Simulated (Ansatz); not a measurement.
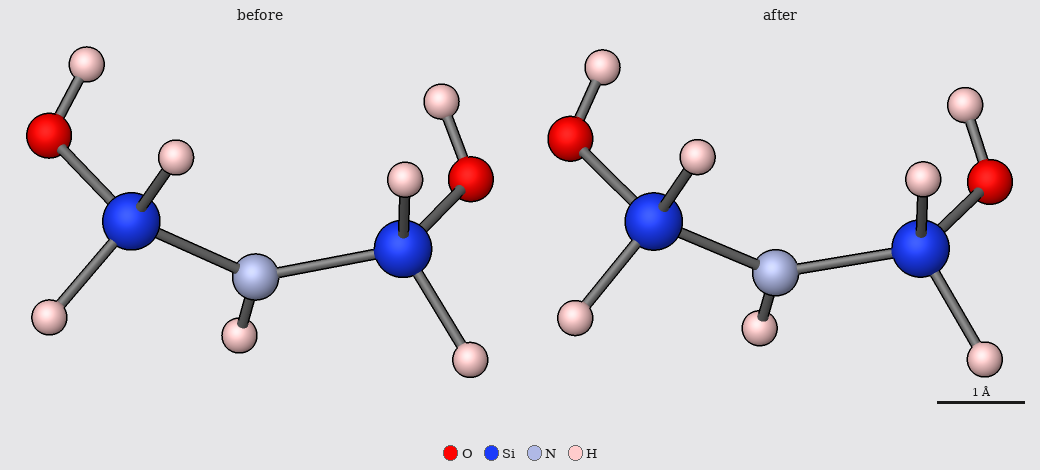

The structure of Si2NH7O2 before (left) and after (right) a relaxation, at one scale.

The picture is a ball-and-stick view, seen at a tilt.

The start comes from PBE-D4/def2-SVP.

Computed with RKS PBE0-D4/def2-TZVP in Ansatz.

Input
```yaml
crystal:
  periodic: [false, false, false]
  atoms:
    - {symbol: O, position_ang: [-2.397562, -1.180052, 0.033275]}
    - {symbol: Si, position_ang: [-0.738431, -1.461410, 0.069676]}
    - {symbol: N, position_ang: [0.220106, -0.209175, -0.692205]}
    - {symbol: Si, position_ang: [1.349372, 0.932748, 0.006096]}
    - {symbol: O, position_ang: [0.847110, 2.537259, -0.077189]}
    - {symbol: H, position_ang: [-2.691389, -0.393496, 0.525193]}
    - {symbol: H, position_ang: [-0.608450, -2.752708, -0.676311]}
    - {symbol: H, position_ang: [-0.211587, -1.555634, 1.475692]}
    - {symbol: H, position_ang: [0.101699, -0.133174, -1.710212]}
    - {symbol: H, position_ang: [1.539444, 0.472063, 1.425695]}
    - {symbol: H, position_ang: [2.631350, 0.950101, -0.766728]}
    - {symbol: H, position_ang: [0.035437, 2.738181, 0.420917]}
basis:
  gaussian: {orbitals: def2-TZVP}
hamiltonian: {xc: pbe0, dispersion: d4}
relax: {f_tol: 0.005, max_steps: 150}
```

### Summarise the run.

Over 7 geometry steps the energy falls by 0.098 eV. The largest force component goes from 0.87 to 0.0028 eV/Å. The atom that moves furthest after the best rigid fit is H9 (0.092 Å). Largest moves by element: H 0.092 Å, N 0.057 Å, O 0.054 Å, Si 0.029 Å. Some distances before and after: O1–Si2 1.683 → 1.646 Å, N3–Si4 1.751 → 1.721 Å, Si2–H7 1.497 → 1.480 Å, O1–H6 0.973 → 0.958 Å. Among the angles between lasting bonds that change: Si4–O5–H12 114.9° → 117.8°. The run took of the order of 110 core-seconds on a shared host.
